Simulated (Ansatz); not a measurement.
The compound is Be₂CN (space group P-6m2, No. 187), taken as the geometry relaxed with DFT PBE, scalar-relativistic, plane waves, PAW (Ansatz 0.2.0); the starting structure was generated, so it need not be a known form of this composition.

```
Be C N
1.0
     3.04234    0.00000    0.00000
    -1.52117    2.63474    0.00000
     0.00000    0.00000    3.91147
Be C N
2 1 1
Direct
  0.00000 0.00000 0.50000
  0.33333 0.66667 0.00000
  0.00000 0.00000 0.00000
  0.33333 0.66667 0.50000
```

Describe the stacking along c, with columns A (0, 0), B (1/3, 2/3), C (2/3, 1/3) of the hexagonal mesh.

C(A)+Be(B) – Be(A)+N(B) (two layers in 3.91 Å).

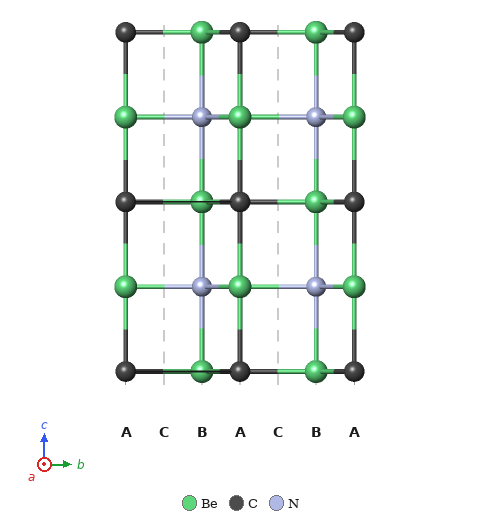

The picture looks along a close-packed row of the hexagonal mesh; c points upwards. The dashed lines mark the three columns A (0, 0), B (1/3, 2/3) and C (2/3, 1/3). The sequence starts with the first layer at or above the cell's origin.
